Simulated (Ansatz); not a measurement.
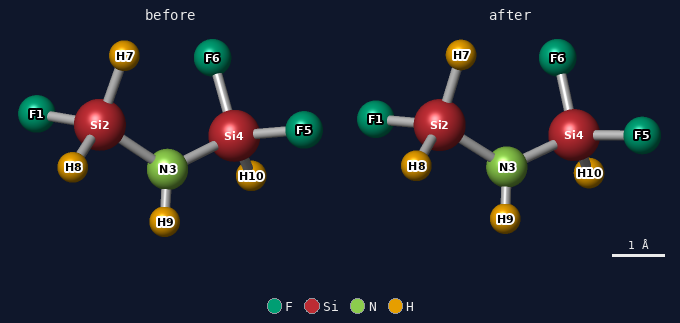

The structure of Si2NH4F3 before (left) and after (right) a relaxation, at one scale.

A ball-and-stick model, seen at a tilt.

The start comes from PBE-D4/def2-SVP.

The calculation used Ansatz 0.2.0, RKS PBE0-D4/def2-TZVP. (force threshold 0.005 eV/Å; at most 150 steps)

Summarise the run.

Answer. After 9 accepted moves (10 points after the start) the energy has fallen by 3.04 kcal/mol. Largest force component: 1.2 eV/Å at the start, 0.0019 eV/Å at the end. The line search rejected the trial step at point 8 of the run. The largest moves after the best rigid fit, 0.12 Å, are those of F1 and F6. Largest moves by element: F 0.12 Å, H 0.11 Å, N 0.05 Å, Si 0.02 Å. Among the contacts that change: Si4–F6 1.627 → 1.583 Å, Si4–F5 1.628 → 1.585 Å, F1–Si2 1.639 → 1.597 Å, Si2–N3 1.748 → 1.720 Å. Among the angles between lasting bonds that change: Si2–N3–Si4 127.3° → 129.8°.
